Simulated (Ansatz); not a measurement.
# BrH3Si: molecular dynamics, part 2 of 2

The plan is to let a guess near a reaction's saddle point go and see which way it falls. Runs: 150 steps of 0.5 fs at constant energy, with velocities drawn for 100 K; 150 steps of 0.5 fs at constant energy, with velocities drawn for 300 K. Reaction type: 1,1-elimination.

Ansatz 0.2.0; UKS B3LYP/def2-SVP. The steps go on from the part before.

## (6) Run 2

150 steps of 0.5 fs at constant energy, with velocities drawn for 300 K.

File input.yaml:

```yaml
crystal:
  periodic: [false, false, false]
  atoms:
    - { symbol: Si, position_ang: [0.2175, 0.6091, 0.1711] }
    - { symbol: Br, position_ang: [-0.6645, -1.8375, -0.552] }
    - { symbol: H, position_ang: [-0.5743, -0.0203, -1.3908] }
    - { symbol: H, position_ang: [-0.5892, 0.9409, 1.3312] }
    - { symbol: H, position_ang: [1.6105, 0.3077, 0.4405] }
magnetization:
  spin_polarized: true
basis:
  gaussian: { orbitals: def2-SVP }
hamiltonian:
  xc: b3lyp
md:
  timestep: 0.5
  n_steps: 150
  ensemble: nve
  temperature: 300.0
  initial_velocities: maxwell_boltzmann
  seed: 458868
```

Launch:

```sh
ansatz run input.yaml --threads 1 --pin off --max-ram 2048MiB --backend cpu --events-out ev --progress --plain --runs-dir out
```

The program printed (excerpt; [...] marks lines left out):

```text
Warning: RAYON_NUM_THREADS=1 ignored (pool sized by the plan → 1); use --threads N
[...]
Functional definition: B3LYP
[...]
666 factors; integrals over basis functions are off by at most 5.1e-4 eV
[...]
mean field -77961.13926869 eV, -2865.0190241661 hartree, gradient 4.8e-5 eV, S^2 0.000000; 1 other end points of the search recorded, 0 dependent functions left out
[...]
reference -77961.13948414 eV, -2865.0190320840 hartree; 26, 26 occupied and 39, 39 virtual orbitals, 666 factors
md step     0: t =     0.00 fs  T =   300.0 K  F+E_penalty+E_count = -77961.13926869 eV  E_kin = 0.116334 eV  conserved = -77961.02293469 eV  (36 SCF iters)
[...]
md step    19: t =     9.50 fs  T =  4972.6 K  F+E_penalty+E_count = -77962.95910270 eV  E_kin = 1.928268 eV  conserved = -77961.03083429 eV  (26 SCF iters)
[...]
md step    38: t =    19.00 fs  T =  2586.7 K  F+E_penalty+E_count = -77962.02621922 eV  E_kin = 1.003063 eV  conserved = -77961.02315670 eV  (33 SCF iters)
[...]
md step    57: t =    28.50 fs  T =  3899.5 K  F+E_penalty+E_count = -77962.53704386 eV  E_kin = 1.512164 eV  conserved = -77961.02488016 eV  (25 SCF iters)
[...]
md step    74: t =    37.00 fs  T =  2176.9 K  F+E_penalty+E_count = -77961.86644786 eV  E_kin = 0.844149 eV  conserved = -77961.02229925 eV  (31 SCF iters)
md step    75: t =    37.50 fs  T =  2209.2 K  F+E_penalty+E_count = -77961.87890484 eV  E_kin = 0.856667 eV  conserved = -77961.02223754 eV  (31 SCF iters)
```

## (7) More of the same log: dynamics from the start

The log, continued (excerpt; [...] marks lines left out):

```text
md step    76: t =    38.00 fs  T =  2322.0 K  F+E_penalty+E_count = -77961.92268120 eV  E_kin = 0.900432 eV  conserved = -77961.02224933 eV  (26 SCF iters)
[...]
md step    94: t =    47.00 fs  T =  6357.6 K  F+E_penalty+E_count = -77963.49576107 eV  E_kin = 2.465339 eV  conserved = -77961.03042166 eV  (23 SCF iters)
[...]
md step   112: t =    56.00 fs  T =  3234.8 K  F+E_penalty+E_count = -77962.27842561 eV  E_kin = 1.254377 eV  conserved = -77961.02404836 eV  (25 SCF iters)
[...]
md step   130: t =    65.00 fs  T =  5098.6 K  F+E_penalty+E_count = -77963.00562699 eV  E_kin = 1.977150 eV  conserved = -77961.02847659 eV  (24 SCF iters)
[...]
md step   148: t =    74.00 fs  T =  6417.9 K  F+E_penalty+E_count = -77963.51498689 eV  E_kin = 2.488738 eV  conserved = -77961.02624865 eV  (24 SCF iters)
[...]
md step   149: t =    74.50 fs  T =  6713.9 K  F+E_penalty+E_count = -77963.63129432 eV  E_kin = 2.603530 eV  conserved = -77961.02776442 eV  (24 SCF iters)
[...]
md step   150: t =    75.00 fs  T =  6881.5 K  F+E_penalty+E_count = -77963.69816957 eV  E_kin = 2.668517 eV  conserved = -77961.02965283 eV  (25 SCF iters)
Total energy: -77963.69838730 eV, -2865.1130700406 hartree
Atom 0 at     0.167667     0.442005     0.126479 Å, force    -1.539156    -1.982095    -1.400160 eV/Å
Atom 1 at    -0.649860    -1.790062    -0.538316 Å, force     0.599400     1.530915     0.353060 eV/Å
Atom 2 at    -0.127503     1.325683    -1.099775 Å, force     0.360411    -0.332566     0.871703 eV/Å
Atom 3 at    -0.792409     0.656804     1.257009 Å, force     0.556760     0.365173    -0.037864 eV/Å
Atom 4 at     1.594834     0.141021     0.382167 Å, force     0.022585     0.418572     0.213261 eV/Å
Dipole moment:     0.234611     0.577562     0.195240 e Å
```

Run time: 7 min. Hardware: 1 thread of Arm Neoverse V1, shared host; peak memory 0.16 GiB.

## (8) Frames and traces

The trajectory, every 8 steps (energies from step 0):

```csv
time (fs),T (K),potential energy change (meV/atom),total energy change (meV/atom),H3–Br2 (Å),Si1–Br2 (Å),Si1–H3 (Å)
0.0,300,0.0,0.00,2.00,2.70,1.86
4.0,2233,-150.4,-0.45,2.12,2.69,1.59
8.0,3032,-210.9,0.93,2.51,2.66,1.27
12.0,5167,-378.1,-0.64,3.20,2.62,1.72
16.0,2554,-174.7,0.05,3.76,2.56,2.07
20.0,2997,-209.3,-0.10,3.94,2.49,2.01
24.0,5229,-383.4,-1.10,3.73,2.43,1.58
28.0,3310,-232.8,0.69,3.50,2.36,1.26
32.0,4984,-363.8,-0.55,3.83,2.27,1.70
36.0,2342,-158.3,0.08,3.91,2.19,1.92
40.0,3499,-248.3,-0.20,3.53,2.13,1.69
44.0,4233,-304.4,0.61,2.90,2.08,1.28
48.0,6200,-458.6,-0.98,2.76,2.05,1.59
52.0,3245,-228.4,0.00,2.77,2.04,1.90
56.0,3235,-227.8,-0.22,2.60,2.07,1.77
60.0,2600,-179.2,-0.81,2.41,2.14,1.32
64.0,4794,-350.2,-1.69,2.65,2.22,1.45
68.0,3943,-282.6,-0.02,3.07,2.31,1.87
72.0,4869,-354.4,-0.09,3.25,2.40,1.85
75.0,6882,-511.8,-1.34,3.21,2.47,1.54
```

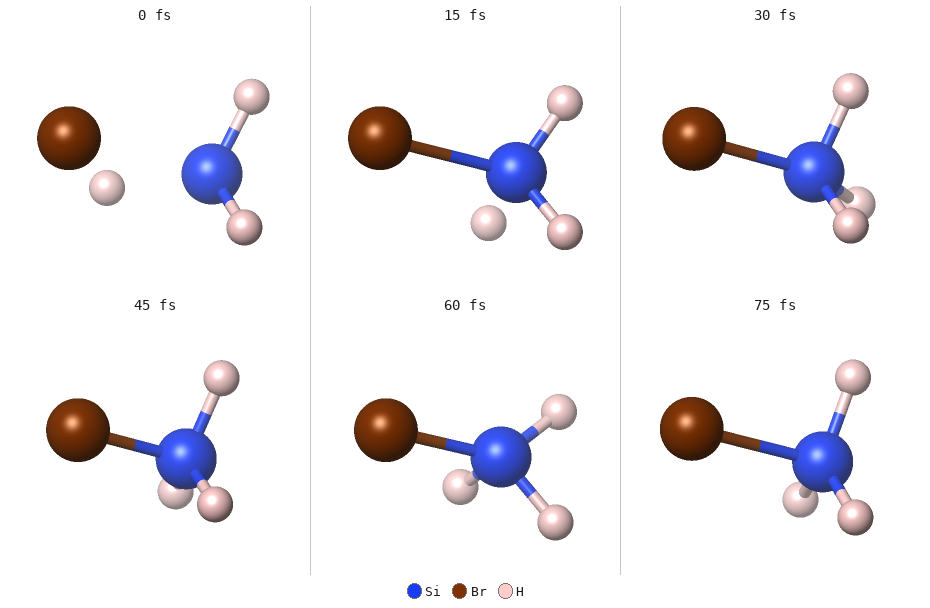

Six frames of the run, seen from a chosen angle. Sticks join atoms within a bonding distance in each frame.

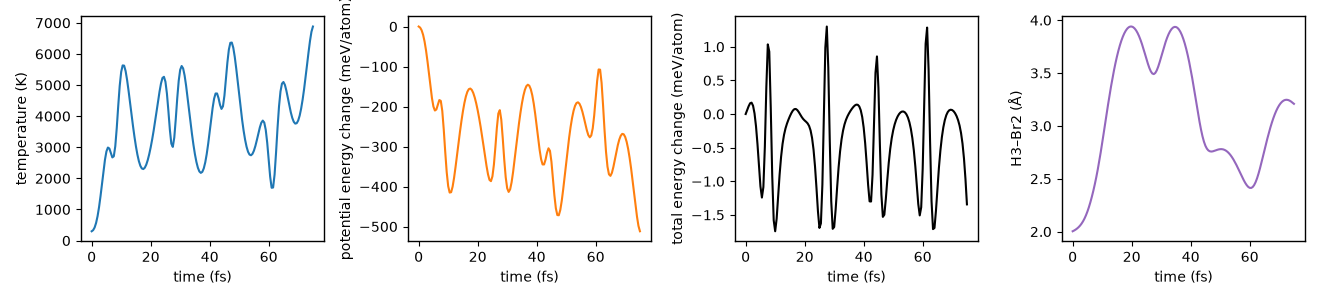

Time series of the run, each on its own scale.

Bonds that form or break, judged by distance (formed within 1.15 times the sum of covalent radii and held on average over 12 fs, broken when stretched by half; pairs already stretched at the start don't count as bonds):

```csv
time (fs),bond,event
4.5,Si1–H3,forms
15.0,Si1–Br2,forms
```

## (9) Frames from the trajectory

Positions (Å) and forces (eV/Å):

```xyz
5
time_fs=9.5 T=4973 dE=-1.8198
Si    0.200    0.563    0.147   -0.294   -2.836    2.381
Br   -0.663   -1.836   -0.548    0.791    1.650    0.957
H    -0.263    0.821   -1.131   -0.386    1.410   -1.873
H    -0.615    1.068    1.389    0.655   -0.346   -1.154
H     1.694    0.493    0.459   -0.766    0.121   -0.310
5
time_fs=19.0 T=2587 dE=-0.8870
Si    0.165    0.463    0.122   -0.405    1.274   -3.332
Br   -0.653   -1.818   -0.533    0.893    2.336    0.683
H    -0.007    1.995   -1.249    0.032   -2.639    1.783
H    -0.571    1.092    1.194   -0.640   -0.230    0.768
H     1.617    0.662    0.345    0.121   -0.741    0.098
5
time_fs=28.0 T=3310 dE=-1.1639
Si    0.113    0.392    0.031   -0.262   -6.501    4.118
Br   -0.636   -1.779   -0.514    0.302    1.549   -0.340
H     0.261    1.598   -0.297   -0.129    6.470   -3.953
H    -0.732    0.767    1.240    0.247   -0.748   -0.088
H     1.580    0.270    0.326   -0.159   -0.770    0.262
5
time_fs=37.5 T=2209 dE=-0.7396
Si    0.069    0.273   -0.004    0.756    1.813    1.679
Br   -0.616   -1.724   -0.498   -1.328   -1.889   -2.081
H     0.147    2.015   -0.728   -0.260   -3.080    0.833
H    -0.765    0.076    1.260    0.313    1.563   -0.242
H     1.329   -0.460    0.408    0.519    1.593   -0.190
5
time_fs=47.0 T=6358 dE=-2.3565
Si    0.053    0.183    0.024    1.790    1.821    1.365
Br   -0.608   -1.689   -0.501   -1.620   -4.282   -1.236
H    -0.238    0.956   -1.187    0.215    0.864    0.041
H    -0.677    0.465    1.275   -0.072    0.743    0.080
H     1.500   -0.119    0.387   -0.314    0.855   -0.249
5
time_fs=56.0 T=3235 dE=-1.1392
Si    0.077    0.154    0.095    0.435    6.562   -2.434
Br   -0.617   -1.695   -0.518   -0.852   -3.876    0.322
H    -0.400    0.696   -1.520    0.922    0.196    2.506
H    -0.511    1.234    1.077   -0.295   -1.567   -0.347
H     1.506    0.703    0.217   -0.209   -1.315   -0.047
5
time_fs=65.5 T=5005 dE=-1.8286
Si    0.128    0.268    0.140   -0.434    3.031   -3.574
Br   -0.635   -1.740   -0.532    0.352   -0.200    0.863
H    -0.281    0.958   -1.293    0.477   -0.554    1.466
H    -0.705    1.263    0.932    0.217   -1.073    0.546
H     1.587    0.795    0.048   -0.613   -1.204    0.699
5
time_fs=75.0 T=6882 dE=-2.5589
Si    0.168    0.442    0.127   -1.539   -1.982   -1.400
Br   -0.650   -1.790   -0.538    0.599    1.531    0.353
H    -0.128    1.326   -1.100    0.360   -0.333    0.872
H    -0.792    0.657    1.257    0.557    0.365   -0.038
H     1.595    0.141    0.382    0.023    0.419    0.213
```

On run 2: At the last frame the bonds meant to break are whole and the new ones absent: it fell back to the reactants' side (BrH3Si). The temperature starts at 300 K and averages 4132 K in the second half, where it ranges from 1697 to 6882 K; the start was no minimum (force components up to 3.4 eV/Å), and the potential energy that it sheds (298 meV/atom) turns into motion, which in so few atoms is no thermal temperature. The total energy strays from its start by at most 1.74 meV/atom, 0.6 % of the mean kinetic energy, which is good for a step of 0.5 fs. Bonds change: the first event comes at 4.5 fs (Si1–H3 forms). By that distance rule the pieces at the end are BrH3Si; a long dative bond can count as broken.

## (10) What came out

The summary covers parts 1 to 2.

```
                                 quantity                                     value
                            run 1: length                       150 steps of 0.5 fs
  run 1: temperature, first and last step                            100 and 6266 K
          run 1: temperature, second half          mean 4113 K, from 1766 to 6996 K
     run 1: potential energy, second half  -312 meV/atom from this run's first step
run 1: largest change of the total energy                             1.81 meV/atom
            run 1: bonds formed or broken                                         2
                            run 2: length                       150 steps of 0.5 fs
  run 2: temperature, first and last step                            300 and 6882 K
          run 2: temperature, second half          mean 4132 K, from 1697 to 6882 K
     run 2: potential energy, second half  -298 meV/atom from this run's first step
run 2: largest change of the total energy                             1.74 meV/atom
            run 2: bonds formed or broken                                         2
```

In words: Mean temperatures of the second halves: 4113 K, 4132 K. Bonds changed in run 1, run 2. Run 1: at the last frame the bonds meant to break are whole and the new ones absent: it fell back to the reactants' side (BrH3Si). Run 2: at the last frame the bonds meant to break are whole and the new ones absent: it fell back to the reactants' side (BrH3Si). 75 fs on 5 atoms is far too short and small for converged averages. The nuclei move classically, without zero-point motion, which matters most for hydrogen.
